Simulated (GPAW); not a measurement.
**WC (Qusongite): optical spectrum from first principles**

Aim: the dielectric function of WC (Qusongite), and the optical constants that follow from it.

Program: GPAW 26.7.0. Level of theory: DFT, LDA, plane-wave PAW (GPAW data sets), scalar-relativistic, RPA, optical limit. Results are calculated unless marked as measured.

## (1) Starting point

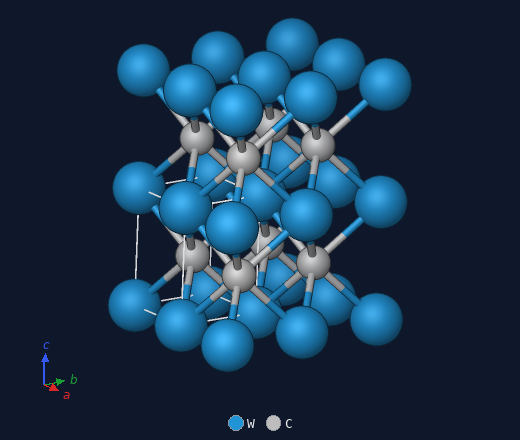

Start, viewed slightly off an axis; tungsten blue, carbon light grey. 2×2×2 cells are drawn. Bonds to atoms that aren't drawn are left out. Some periodic images of atoms are drawn too.

As a file:

```xyz
2
Lattice="2.9065 0.0000 0.0000 -1.4532 2.5171 0.0000 0.0000 0.0000 2.8366" Properties=species:S:1:pos:R:3 pbc="T T T"
W     0.0000    0.0000    0.0000
C     1.4533    0.8390    1.4183
```

## (2) Bands for the response

The response needs many more empty bands than the density does.

This step: DFT, LDA, plane-wave PAW (GPAW data sets), scalar-relativistic, bands at fixed density (GPAW 26.7.0).

nscf.py reads:

```python
from ase.dft.bandgap import bandgap
from gpaw import GPAW, FermiDirac

calc = GPAW('gs.gpw').fixed_density(kpts={'size': (15, 15, 12), 'gamma': True}, nbands=28, convergence={'bands': 22},
                                    occupations=FermiDirac(0.05), txt='nscf.txt')
print('gap (eV)', bandgap(calc, output=None)[0])
print('direct gap (eV)', bandgap(calc, direct=True, output=None)[0])
print('top band over the Fermi level (eV)', min(calc.get_eigenvalues(kpt=k)[21] for k in range(len(calc.get_ibz_k_points()))) - calc.get_fermi_level())
calc.write('full.gpw', mode='all')
```

The run is started by

```bash
OMP_NUM_THREADS=1 python nscf.py
```

Numbers of over 12 decimals in the logs are rounded to 6 here.

Log:

```text
Diagonalizing LCAO Hamiltonian
Converting LCAO to pw mode
convergence criteria:
- Maximum integral of absolute [eigenst]ate change: 4e-08 eV^2 / valence electron
maximum number of iterations: 150

SCF iterations
|iter     |      energy | eigst |  dens |
|iter:   1||             | +2.60 |       |
|iter:   2||             | +0.41 |       |
|iter:   3||             | -1.71 |       |
|iter:   4||             | -3.40 |       |
|iter:   5||             | -5.33 |       |
|iter:   6||             | -6.91 |       |
|iter:   7||             | -7.95c|       |
SCF steps: 7
  __  _  _
 | _ |_)|_||  |
 |__||  | ||/\| - 26.7.0

Versions:
  Python: 3.12.14
  ASE:    3.29.0
  Numpy:  2.5.5
  Scipy:  1.18.1
  Libxc:  7.0.0

Input parameters:
  mode=PW(ecut=500.0),
  convergence={'bands': 22},
  gpts=array([15, 15, 15]),
  kpts=MonkhorstPack(size=(15, 15, 12), gamma=True),
  maxiter=150,
  nbands=28,
  occupations=Occupations(name='fermi-dirac', width=0.05, fixmagmom=False),
  parallel={},
  xc=XC(name='LDA')

--- standard output ---
gap (eV) 0.0
direct gap (eV) 0.0
top band over the Fermi level (eV) 28.792962
```

The job ended after 33 s (1 thread of Arm Neoverse V1, shared host; peak memory 0.2 GiB).

## (3) Dielectric function, RPA

Local fields let the induced charge screen the field inside the cell, which as a rule lowers ε, most along directions where the density is uneven.

This step: DFT, LDA, plane-wave PAW (GPAW data sets), scalar-relativistic, RPA, optical limit (GPAW 26.7.0).

df.py reads:

```python
from gpaw.response.df import DielectricFunction

df = DielectricFunction('full.gpw', frequencies={'type': 'nonlinear', 'domega0': 0.03, 'omega2': 8},
                        ecut=50,
                        eta=0.15,
                        nbands=22,
                        rate=0.05,
                        txt='df.txt')
for direction in ['x', 'z']:
    df.get_dielectric_function(xc='RPA', direction=direction, filename=f'df_{direction}.csv')
```

The run is started by

```bash
OMP_NUM_THREADS=1 python df.py
```

Log:

```text
Using integrator: PointIntegrator
NonLinearFrequencyDescriptor(from 0.000 to 107.836 eV, 547 points)
Nonperiodic BCs:  [False False False]
Using integrator: PointIntegrator
NonLinearFrequencyDescriptor(from 0.000 to 107.836 eV, 547 points)
Nonperiodic BCs:  [False False False]
Using integrator: PointIntegrator

Calculating chi0 body with:
    Ground state adapter containing:
    Number of spins: 1
    Number of kpoints: 2700
    Number of irreducible kpoints: 189
    Number of completely occupied states: 8
    Number of partially occupied states: 10

    Linear response parametrization:
    q_c: [0.0, 0.0, 0.0]
    Number of frequency points: 547
    Planewave cutoff: 50.0
    Number of bands: 22
    Number of planewaves: 21
    Broadening (eta): 0.15

Integrating chi0 body.

Symmetries of q_c:
    Direct symmetries (Uq -> q): 12
    Indirect symmetries (TUq -> q): 12
In total 24 allowed symmetries.

189 groups of equivalent kpoints. 93.0% reduction.

Integral kind: spectral function

Calculating chi0 optical extensions with:
    Ground state adapter containing:
    Number of spins: 1
    Number of kpoints: 2700
    Number of irreducible kpoints: 189
    Number of completely occupied states: 8
    Number of partially occupied states: 10

    Linear response parametrization:
    Number of frequency points: 547
    Planewave cutoff: 50.0
    Number of bands: 22
    Number of planewaves: 21
    Broadening (eta): 0.15
Integrating chi0 head and wings.

Symmetries of q_c:
    Direct symmetries (Uq -> q): 12
    Indirect symmetries (TUq -> q): 12
In total 24 allowed symmetries.

189 groups of equivalent kpoints. 93.0% reduction.

Integral kind: spectral function wings

Calculating drude chi0 with:
    Number of frequency points:547
    Plasma frequency decay rate: 0.05 eV

    Ground state adapter containing:
    Number of spins: 1
    Number of kpoints: 2700
    Number of irreducible kpoints: 189
    Number of completely occupied states: 8
    Number of partially occupied states: 10

Symmetries of q_c:
    Direct symmetries (Uq -> q): 12
    Indirect symmetries (TUq -> q): 12
In total 24 allowed symmetries.

189 groups of equivalent kpoints. 93.0% reduction.

Integral kind: intraband
Plasma frequency:
[[2.65+0.j 0.  +0.j 0.  +0.j]
 [0.  +0.j 2.65+0.j 0.  +0.j]
 [0.  +0.j 0.  +0.j 1.83+0.j]]
```

Elapsed: 8.2 s, on 1 thread; peak memory 0.23 GiB.

Some rows of df_x.csv (energy; Re and Im without local fields; Re and Im with them):

```text
0.000000, 2829.351573, 0.000002, 2829.203795, 0.000002
0.460735, -10.128832, 9.078153, -10.283741, 9.063555
0.943989, 10.690726, 5.714344, 10.551464, 5.673148
1.451455, 16.728707, 5.389660, 16.570985, 5.312610
1.984998, 16.261865, 10.158285, 16.197693, 10.036913
2.546682, 15.175759, 10.951538, 15.128596, 10.838994
3.138794, 13.154941, 15.476879, 13.314333, 15.364225
3.763875, 10.021034, 16.651626, 10.174141, 16.684224
4.424758, 5.398305, 15.604718, 5.637314, 15.922333
5.124608, 1.990486, 11.377354, 1.630444, 11.928610
5.866977, 2.962899, 9.520160, 2.281402, 9.605661
6.655862, 3.693363, 10.936632, 3.291905, 10.752218
7.495775, 0.854419, 11.755250, 0.419709, 11.383324
8.391833, -2.993393, 11.053981, -2.806191, 10.583762
9.349861, -3.317032, 6.565601, -3.154223, 6.391868
10.376517, -2.673775, 5.044926, -2.620195, 5.077663
11.479449, -2.645211, 4.487003, -2.593025, 4.573691
12.667487, -2.302319, 2.059796, -2.487303, 2.131516
13.950874, -0.698219, 2.110107, -0.927358, 1.931033
```

The Im ε has structure finer than the step of the table below, so its rows give means over 0.5 eV, whole bins alone (the curve runs from 0.305 to 14.0 eV). Peaks (eV: height): E ∥ x 3.34: 17.4, 3.85: 17.2, 7.15: 12.3; E ∥ z 1.31: 12.4, 1.95: 14.3, 3.18: 21.5, 5.03: 15.9, 5.87: 14.6, 7.38: 17.2.

Sum at mesh points, not converged in k. The Im ε by photon energy; means over each step:

```tsv
photon energy (eV)	E ∥ x	E ∥ z
1.0	6.05	8.24
1.5	5.97	8.89
2.0	10.0	12.4
2.5	11.4	16.4
3.0	15.0	20.2
3.5	15.8	19.6
4.0	16.1	14.7
4.5	15.6	12.5
5.0	12.6	14.8
5.5	10.4	13.0
6.0	9.25	13.0
6.5	10.3	11.0
7.0	11.8	13.5
7.5	11.5	15.6
8.0	11.4	10.2
8.5	10.0	6.42
9.0	7.65	4.90
9.5	6.36	4.48
10.0	5.71	3.75
10.5	5.19	3.67
11.0	4.73	4.03
11.5	4.51	4.55
12.0	3.50	4.94
12.5	2.31	4.75
13.0	1.87	4.18
13.5	1.80	3.61
```

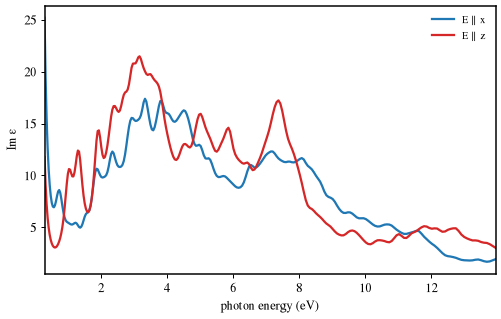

Im ε, plotted against photon energy.

Values under 1 per cm are given as 1; sum at mesh points, not converged in k. Absorption coefficient against photon energy:

```tsv
photon energy (eV)	E ∥ x (1/cm)	E ∥ z (1/cm)
1.01	79605	1.1e5
1.99	2.4e5	3.0e5
3.02	5.7e5	7.2e5
3.98	9.2e5	1.0e6
4.98	1.2e6	1.2e6
6.02	1.1e6	1.5e6
6.99	1.5e6	1.6e6
8.03	2.0e6	2.5e6
9.02	2.2e6	2.1e6
10.03	2.2e6	1.8e6
11.03	2.3e6	1.8e6
12.02	2.5e6	2.1e6
13.00	2.0e6	2.4e6
```

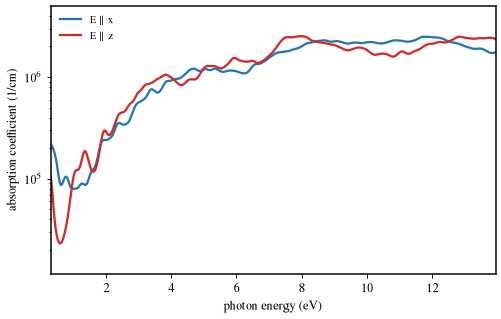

Absorption coefficient, plotted against photon energy.

The reflectivity at normal incidence has structure finer than the step of the table below, so its rows give means over 1 eV, whole bins alone (the curve runs from 0.305 to 14.0 eV). Peaks (eV: height): E ∥ x 4.6: 46.9, 8.7: 51.6, 12.3: 58.4; E ∥ z 1.0: 45.6, 3.2: 49.9, 5.1: 46.1, 5.9: 46.8, 8.1: 61.9.

Sum at mesh points, not converged in k. The reflectivity at normal incidence by photon energy; means over each step:

```tsv
photon energy (eV)	E ∥ x (%)	E ∥ z (%)
1	34.8	42.1
2	41.3	45.1
3	44.0	48.5
4	44.7	44.7
5	43.6	43.3
6	36.8	43.4
7	41.4	44.8
8	46.4	58.8
9	50.1	52.6
10	47.1	42.2
11	46.6	31.7
12	54.1	35.7
13	50.2	42.2
```

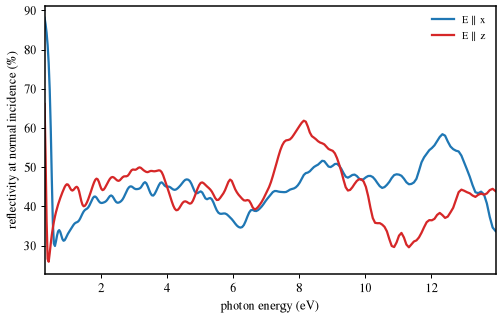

Reflectivity at normal incidence, plotted against photon energy.

The Im ε, E ∥ x has structure finer than the step of the table below, so its rows give means over 0.5 eV, whole bins alone (the curve runs from 0.305 to 14.0 eV). Peaks (eV: height): without local fields 3.34: 17.4, 3.81: 17.1, 7.21: 12.6; with local fields 3.34: 17.4, 3.85: 17.2, 7.15: 12.3.

Sum at mesh points, not converged in k. The Im ε, E ∥ x by photon energy; means over each step:

```tsv
photon energy (eV)	without local fields	with local fields
1.0	6.09	6.05
1.5	6.05	5.97
2.0	10.2	10.0
2.5	11.6	11.4
3.0	15.2	15.0
3.5	15.7	15.8
4.0	16.0	16.1
4.5	15.2	15.6
5.0	12.1	12.6
5.5	10.1	10.4
6.0	9.25	9.25
6.5	10.5	10.3
7.0	12.0	11.8
7.5	11.9	11.5
8.0	12.0	11.4
8.5	10.4	10.0
9.0	7.87	7.65
9.5	6.49	6.36
10.0	5.72	5.71
10.5	5.17	5.19
11.0	4.69	4.73
11.5	4.41	4.51
12.0	3.35	3.50
12.5	2.22	2.31
13.0	1.85	1.87
13.5	1.86	1.80
```

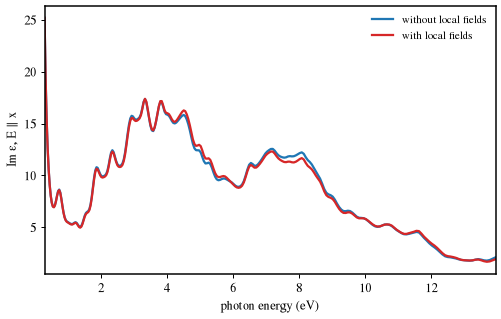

Im ε, E ∥ x against photon energy.

The loss function −Im 1/ε at q → 0 has structure finer than the step of the table below, so its rows give means over 1 eV, whole bins alone (the curve runs from 0.305 to 14.0 eV). Peaks (eV: height): E ∥ x 0.6: 0.143; E ∥ z 0.4: 0.138, 6.6: 0.0917, 10.7: 0.269.

Sum at mesh points, not converged in k. Table of loss function −Im 1/ε at q → 0 by energy loss; means over each step:

```tsv
energy loss (eV)	E ∥ x	E ∥ z
1	0.0481	0.0163
2	0.0251	0.0203
3	0.0351	0.0338
4	0.0511	0.0615
5	0.0767	0.0643
6	0.0952	0.0783
7	0.0824	0.0723
8	0.0876	0.0719
9	0.108	0.131
10	0.141	0.204
11	0.159	0.244
12	0.152	0.198
13	0.255	0.193
```

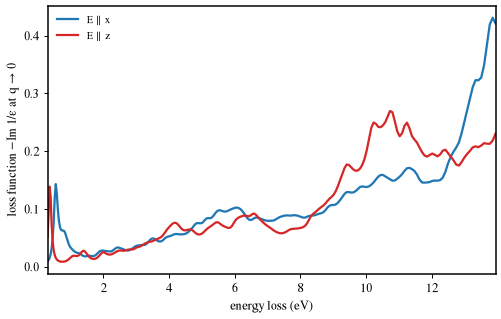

Loss function −Im 1/ε at q → 0, plotted against energy loss.

Optical constants at common wavelengths, from n + ik = √ε:

```tsv
wavelength (nm)	n x	k x	R (%) x	1/α x	n z	k z	R (%) z	1/α z
1550	3.12	1.277	32.9	97 nm	4.71	0.454	42.6	272 nm
1064	3.76	0.705	35.1	120 nm	4.71	1.052	44.1	81 nm
800	4.21	0.741	39.2	86 nm	4.34	0.792	40.4	80 nm
633	4.22	1.215	41.2	41 nm	4.72	1.501	46.0	34 nm
532	4.28	1.419	42.7	30 nm	4.84	1.640	47.4	26 nm
405	4.12	1.849	44.4	17 nm	4.38	2.376	49.4	14 nm
308	3.50	2.286	45.0	11 nm	2.90	2.397	44.6	10 nm
```

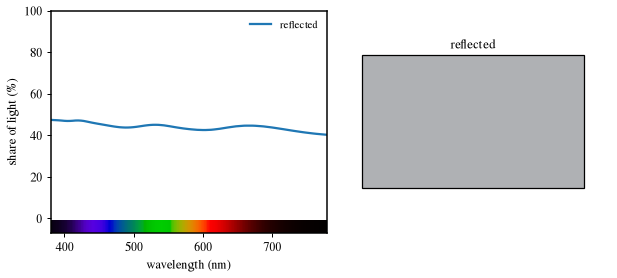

Light reflected across the visible range, with the colour that it makes of daylight (sRGB).

In reflection the computed colour is light grey: x = 0.308, y = 0.326, luminous reflectivity 44 %.

## (4) Results

What this shows: At this level (LDA, RPA) WC is a metal. The mesh is too coarse to trust the carriers' weight, the reflectivity or the colour to better than tens of per cent. In reflection the computed colour is light grey: x = 0.308, y = 0.326, luminous reflectivity 44 %. The carriers' damping of 0.05 eV is typed, not computed; it shapes the response at the lowest energies. Spin-orbit coupling is left out although heavy atoms are present. In this version of GPAW the matrix elements of the optical limit are incomplete, which can lower ε − 1 by up to a tenth where first-row anions or d states rule, and shift it by more in d metals. GPAW's carrier term has the form −ωp²/(ω + i·rate)², which damps like twice the rate and fails at low energy, so the curves leave the lowest energies out. The sum runs over mesh points 0.18 Å⁻¹ apart with no interpolation, so peaks are partly noise of the mesh, and the Drude plasma energy, a sum over the Fermi surface, isn't converged.

[Machine, clock and banner lines and Python warnings are left out of the logs.]

[Logs are printed without paths, hosts, clocks, repeated set-up lines and the standing remarks that a program may print on its own settings, such as how far it seeks lower states.]

[Hosts, paths, dates, database ids (printed as entryN), source tags and the programs' standing remarks are cut or masked in the printed files.]
